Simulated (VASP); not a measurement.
# The low-index faces of Hf, part 3 of 5

Which face of Hf is cheapest, and which holds its electrons hardest?

VASP 6.6.1; PBE; plane waves and PAW (Hf).

So far. Step 3 (The bulk reference, job self-consistent run, k-mesh …): The run ends at a pressure of -0.07 GPa. Step 4 (Relaxing the slab, 8 atoms, face Hf(0001)): The run ended after 8 ionic steps, 0.147 eV below its first step, once the forces on the free atoms met EDIFFG = -0.03.

## 5. Vacuum level and density of states, 8 atoms, face Hf(0001)

A static run writes the electrostatic potential without exchange and correlation (LVHAR), which is flat in the vacuum and gives the level to count from. The dipole correction cancels the field that unlike faces would set up across the vacuum.

Contents of INCAR:

```
SYSTEM = Hf
PREC = Normal
ENCUT = 320
EDIFF = 1E-06
NELM = 120
ISMEAR = 1
SIGMA = 0.15
LREAL = .FALSE.
ALGO = Fast
GGA = PE
NBANDS = 24
LASPH = .TRUE.
LORBIT = 11
LWAVE = .FALSE.
LCHARG = .TRUE.
KPAR = 4
IDIPOL = 3
LDIPOL = .TRUE.
DIPOL = 0.5 0.5 0.5
LVHAR = .TRUE.
LVACPOTAV = .TRUE.
NEDOS = 1500
```

Contents of POSCAR:

```
Hf
1.0
    3.1939811660      0.0000000000      0.0000000000
    1.5969905830      2.7660688290      0.0000000000
    0.0000000000      0.0000000000     32.6399052760
Hf
8
Direct
    0.6666666700      0.6666666700      0.2323586456
    0.0000000000      0.0000000000      0.3042815875
    0.6666666700      0.6666666700      0.3844900771
    0.0000000000      0.0000000000      0.4607507587
    0.6666666700      0.6666666700      0.5392492413
    0.0000000000      0.0000000000      0.6155099229
    0.6666666700      0.6666666700      0.6957184125
    0.0000000000      0.0000000000      0.7676413544
```

Contents of KPOINTS:

```
Automatic mesh
0
Gamma
12 12 1
0 0 0
```

PAW data sets: Hf (PBE family, release 64).

The run is started by

```bash
$ mpirun -np 4 vasp_std
```

What it wrote:

```text
[... set-up lines as in an earlier step ...]
 entering main loop
       N       E                     dE             d eps       ncg     rms          rms(c)
DAV:   1     0.378857854661E+02    0.37886E+02   -0.80764E+03   912   0.685E+02
DAV:   2    -0.704781991618E+02   -0.10836E+03   -0.98722E+02  1272   0.131E+02
DAV:   3    -0.818703950428E+02   -0.11392E+02   -0.10801E+02  1320   0.398E+01
DAV:   4    -0.827240619666E+02   -0.85367E+00   -0.82358E+00  1576   0.931E+00
DAV:   5    -0.827662728361E+02   -0.42211E-01   -0.41313E-01  1496   0.203E+00    0.260E+01
RMM:   6    -0.103208880490E+03   -0.20443E+02   -0.70317E+01  1589   0.189E+01    0.166E+01
RMM:   7    -0.115163808948E+03   -0.11955E+02   -0.72347E+01  1396   0.190E+01    0.185E+01
RMM:   8    -0.798368427928E+02    0.35327E+02   -0.87049E+00  1004   0.957E+00    0.793E+00
RMM:   9    -0.783737210652E+02    0.14631E+01   -0.47591E+00  1392   0.567E+00    0.499E+00
RMM:  10    -0.784090961903E+02   -0.35375E-01   -0.18038E+00  1286   0.371E+00    0.364E+00
RMM:  11    -0.783109020861E+02    0.98194E-01   -0.68948E-01  1576   0.201E+00    0.329E+00
RMM:  12    -0.781066354067E+02    0.20427E+00   -0.12159E-01  1458   0.880E-01    0.278E+00
RMM:  13    -0.777974000665E+02    0.30924E+00   -0.64398E-01  1636   0.183E+00    0.115E+00
RMM:  14    -0.777684314046E+02    0.28969E-01   -0.10380E-01  1555   0.732E-01    0.855E-01
RMM:  15    -0.777509538043E+02    0.17478E-01   -0.37505E-02  1346   0.509E-01    0.703E-01
RMM:  16    -0.777439107150E+02    0.70431E-02   -0.36626E-02  1426   0.464E-01    0.391E-01
RMM:  17    -0.777392814142E+02    0.46293E-02   -0.19446E-02  1500   0.344E-01    0.224E-01
RMM:  18    -0.777376795995E+02    0.16018E-02   -0.72980E-03  1521   0.203E-01    0.724E-02
RMM:  19    -0.777377413028E+02   -0.61703E-04   -0.26722E-03  1529   0.120E-01    0.356E-02
RMM:  20    -0.777377377311E+02    0.35717E-05   -0.46809E-04  1464   0.568E-02    0.149E-02
RMM:  21    -0.777377588298E+02   -0.21099E-04   -0.17124E-04  1534   0.294E-02    0.991E-03
RMM:  22    -0.777377694138E+02   -0.10584E-04   -0.51689E-05  1392   0.169E-02    0.814E-03
RMM:  23    -0.777377829940E+02   -0.13580E-04   -0.16080E-05  1268   0.104E-02    0.355E-03
RMM:  24    -0.777378061401E+02   -0.23146E-04   -0.26544E-05  1330   0.105E-02    0.687E-03
RMM:  25    -0.777378111475E+02   -0.50075E-05   -0.24391E-06  1011   0.578E-03    0.430E-03
RMM:  26    -0.777378270917E+02   -0.15944E-04   -0.25549E-06   979   0.576E-03    0.196E-03
RMM:  27    -0.777378331628E+02   -0.60711E-05    0.97381E-07   812   0.391E-03    0.104E-03
RMM:  28    -0.777378380678E+02   -0.49050E-05    0.26557E-07   791   0.351E-03    0.934E-04
RMM:  29    -0.777378394814E+02   -0.14135E-05    0.78943E-07   751   0.273E-03    0.943E-04
RMM:  30    -0.777378394329E+02    0.48481E-07    0.69488E-07   681   0.190E-03
 -----------------------------------------------------------------------------
|                                                                             |
|           W    W    AA    RRRRR   N    N  II  N    N   GGGG   !!!           |
|           W    W   A  A   R    R  NN   N  II  NN   N  G    G  !!!           |
|           W    W  A    A  R    R  N N  N  II  N N  N  G       !!!           |
|           W WW W  AAAAAA  RRRRR   N  N N  II  N  N N  G  GGG   !            |
|           WW  WW  A    A  R   R   N   NN  II  N   NN  G    G                |
|           W    W  A    A  R    R  N    N  II  N    N   GGGG   !!!           |
|                                                                             |
|     Did not find any points to average over, which means that no vacuum     |
|     field-free region was found. Please increase the size of  your cell     |
|     in the dimension of the dipole correction to obtain accurate            |
|     workfunction values.                                                    |
|                                                                             |
 -----------------------------------------------------------------------------

   1 F= -.77737839E+02 E0= -.77737222E+02  d E =-.185135E-02
```

Run time: 28 s. Hardware: 4 MPI ranks of Intel Xeon 6975P-C (Granite Rapids), shared host; peak memory 0.77 GiB.

From OUTCAR (step 5):

```text
   NELECT =      32.0000    total number of electrons

 dipolmoment           0.000000      0.000000     -0.000002 electrons x Angstroem

 E-fermi :   1.6621

 k-point     1 :       0.0000    0.0000    0.0000
  band No.  band energies     occupation
    ...
      6      -2.6591      2.00000
      7      -2.2442      2.00000
      8      -2.0700      2.00000
      9       1.4056      2.03623
     10       1.4300      2.05100
     11       1.7633      0.09864
     12       1.9775     -0.01131
     13       2.1955     -0.00001
     14       2.2835     -0.00000
     15       2.6514     -0.00000
    ...

  Total       -1.5100394     -1.5100394     -0.5478749      0.0000000     -0.0000000      0.0000000
  in kB       -8.3898587     -8.3898587     -3.0440220      0.0000000     -0.0000000      0.0000000
  external PRESSURE =      -6.6079131 kB  Pullay stress =       0.0000000 kB

 POSITION                                       TOTAL-FORCE (eV/Angst)
 -----------------------------------------------------------------------------------
      3.19398      1.84405      7.58416         0.000000     -0.000000      0.017316
      0.00000      0.00000      9.93172         0.000000      0.000000      0.013499
      3.19398      1.84405     12.54972        -0.000000     -0.000000     -0.016987
      0.00000      0.00000     15.03886         0.000000     -0.000000      0.011383
      3.19398      1.84405     17.60104        -0.000000      0.000000     -0.011383
      0.00000      0.00000     20.09019         0.000000      0.000000      0.016987
      3.19398      1.84405     22.70818        -0.000000      0.000000     -0.013499
      0.00000      0.00000     25.05574        -0.000000      0.000000     -0.017316
 -----------------------------------------------------------------------------------
    total drift:                                0.000000      0.000000     -0.000066

  FREE ENERGIE OF THE ION-ELECTRON SYSTEM (eV)
  ---------------------------------------------------
  free  energy   TOTEN  =       -77.7378394329 eV

  energy  without entropy=      -77.7359880807  energy(sigma->0) =      -77.73722232

 vacuum level on the upper side and lower side of the slab         6.027         6.027

[... 8 parts as in an earlier step ...]

[... 9 further parts left out ...]
```

This step gave:

- electronic cycles: 30
- dipole moment: 0, 0, -2.00e-6 e·Å
- vacuum levels: 6.027, 6.027 eV
- work functions of the upper and lower face: 4.365, 4.365 eV

The planar average of the electrostatic potential oscillates, so the rows of the table below give means over windows of 2.49 Å about each position, cut where the curve ends. Its maxima inside the range that stand out by 2 % of the span (Å: eV): 8.7: -1.59, 11.2: -0.208, 13.8: -0.976, 16.3: -0.502, 18.8: -0.976, 21.4: -0.208, 23.9: -1.59. Its minima: 7.6: -9.56, 10.0: -9.39, 12.6: -9.42, 15.1: -9.50, 17.6: -9.50, 20.1: -9.42, 22.7: -9.39, 25.0: -9.56.

Zero at the Fermi level. Planar average of the electrostatic potential against height; means over each step:

| height (Å) | planar average of the electrostatic potential (eV) |
| --- | --- |
| 1.25 | 4.37 |
| 3.74 | 4.33 |
| 6.23 | -0.601 |
| 8.71 | -5.85 |
| 11.21 | -4.75 |
| 13.70 | -5.36 |
| 16.19 | -5.05 |
| 18.68 | -5.37 |
| 21.17 | -4.78 |
| 23.66 | -5.80 |
| 26.15 | -2.06 |
| 28.64 | 4.30 |
| 31.13 | 4.37 |

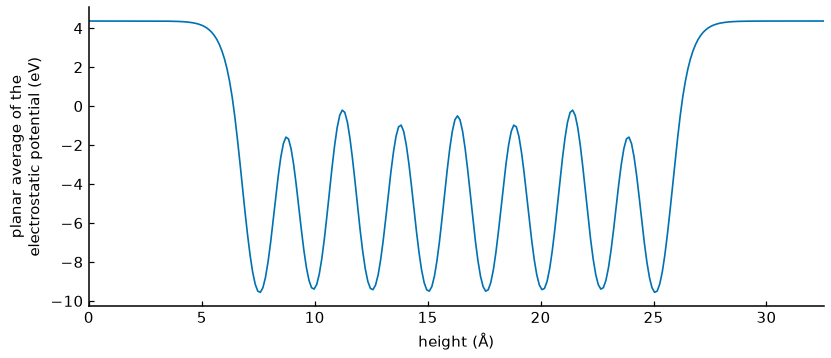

Planar average of the electrostatic potential against height.

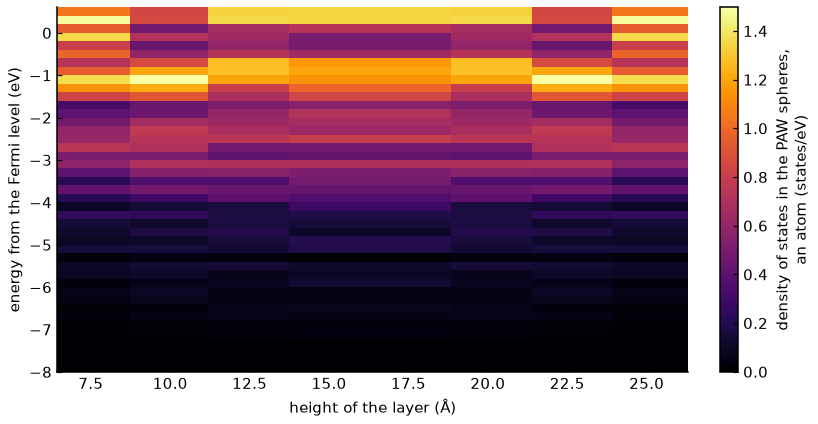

Density of states in the PAW spheres, an atom over height of the layer and energy from the Fermi level.

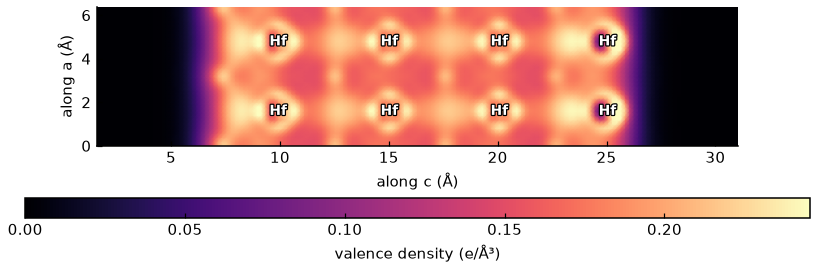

Valence density in the ca plane at fractional y = 0.000, with atoms of Hf within 0.2 Å of it. It is the smooth field of the valence electrons, not physical close to the nuclei. The map starts off the cell's origin, so that atoms lie inside it. The far vacuum is left out of the map.

The map of layer states is cut here 0.5 eV above the Fermi level, so it leaves out the states above that.

The vacuum level lies 4.36 eV above the Fermi level at the upper face; both faces agree, as the slab has next to no dipole.

The program found no field-free point at its default tolerance, but its printed level agrees with the flat part of the planar average.

On this mesh the fine structure of the density of states is sampling noise, and high empty states may be cut by the number of bands.

[end of part 3 of 5]

[Lines on the potential files, build, host, timing and source positions are cut from VASP's logs without a mark.]

[Logs are printed without paths, hosts, clocks, repeated set-up lines and the standing remarks that a program may print on its own settings, such as how far it seeks lower states.]

[Hosts, paths, dates, database ids (printed as entryN), source tags and the programs' standing remarks are cut or masked in the printed files.]

[Runs that stopped without an error message from VASP are left out.]
